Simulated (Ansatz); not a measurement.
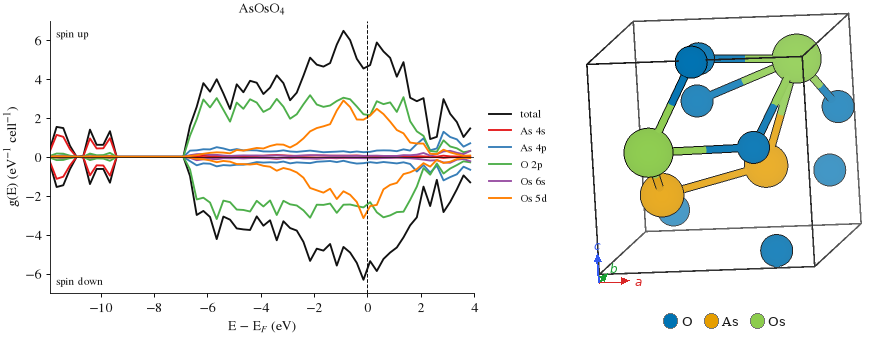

Density of states, beside the structure. Energies are counted from the Fermi level. The partial curves are projected on Löwdin-orthogonalised atomic shells. Spin-down states are drawn negative.

System: AsOsO$_{4}$ (amorphous cell), 12 atoms in the cell.

Ansatz; DFT with PBE, PAW plane waves, spin-polarised, 4×4×4 k mesh, Fermi-Dirac smearing of 0.067 eV.

Metal or insulator, and how many states lie at the Fermi level?

Answer. It is a metal. The density of states at the Fermi level is about 10 per eV and cell (mean within 0.25 eV), or 0.87 per atom.

Which states dominate at the Fermi level?

Answer. By projected weight, the states within 0.3 eV of the Fermi level are Os 5d (45 %) and O 2p (45 %).

How spin-polarised are the states at the Fermi level?

Answer. At the Fermi level spin up gives about 4.6 and spin down about 5.8 states per eV, a polarisation (up − down)/(up + down) of about −0.1.

Where is the centre of the Os 5d band?

Answer. Over the range shown, the centre of the Os 5d weight lies 0.9 eV below the Fermi level, and about 65 % of the shell is filled.

This magnetic state lies 3 meV an atom above the lowest one found. The atoms aren't at rest in this cell (largest force 2.7 eV/Å), so the relaxed material can differ. Spin-orbit coupling is left out, which matters for Os.
